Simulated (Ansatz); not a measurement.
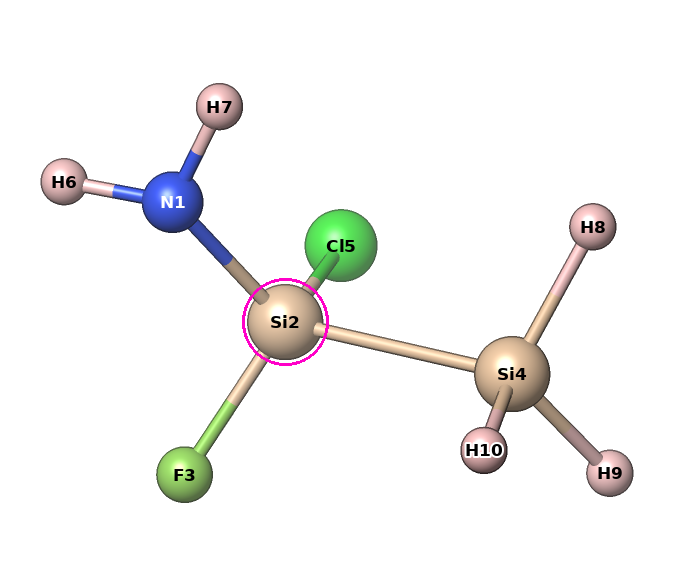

Atoms fade into the background with distance from the viewer. Circles mark the stereogenic atoms. The computed structure is the end point of a PBE-D4/def2-SVP optimisation. No frequency run is at hand to confirm it as a minimum.

Q: Assign CIP descriptors.

A: Si2: S (priorities Cl5 > Si4 > F3 > N1).
